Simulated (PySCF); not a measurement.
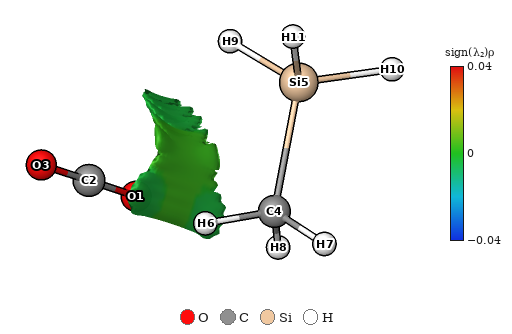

Figure 1: C₂H₆O₂Si, SMILES `O=C=O.C[SiH3]`. Non-covalent interaction surfaces between the fragments (reduced density gradient s = 0.5, coloured by sign(λ₂)ρ in a.u.; trimmed to the region between the fragments where ρ is under 0.06 a.u.). Fragment A: CO2 (atoms 1–3); fragment B: SiH6C.

PySCF calculation, PBE0/6-311+G**, gas phase; geometry: GFN2-xTB.

Cartesian coordinates (Å):

```
O1      -1.9551    1.1446    0.0849
C2      -1.9504   -0.0003    0.0941
O3      -1.9563   -1.1424    0.1007
C4       1.2211   -0.0083   -1.2521
Si5      1.8771    0.0034    0.5265
H6       0.6110   -0.8889   -1.4426
H7       2.0351   -0.0137   -1.9717
H8       0.6119    0.8671   -1.4547
H9       0.7495    0.0157    1.4647
H10      2.6911    1.1996    0.7405
H11      2.6898   -1.1932    0.7571
```

Which interactions hold the two fragments together?

Answer. Bond critical points between the fragments: C2···H9, 3.03 Å, ρ = 0.004 a.u.; O1···H8, 3.01 Å, ρ = 0.004 a.u., a bond path close to vanishing (ellipticity 1.6); O3···H6, 3.01 Å, ρ = 0.004 a.u., a bond path close to vanishing (ellipticity 1.6). All are weak and appear green (van der Waals range). Several contacts close a ring, whose ring point adds a part with positive λ₂ between them. The pose is a local one from a semi-empirical search, not shown to be the most stable.

How strongly are they bound?

Answer. The counterpoise-corrected interaction energy of the frozen fragments is −0.2 kcal/mol without dispersion correction and −1.6 kcal/mol with D3(BJ). The pair geometry is semi-empirical, not a minimum at this level.

Cost of the run: 49 s on 1 thread of Arm Neoverse V1, on a shared host, peak memory 0.69 GiB.
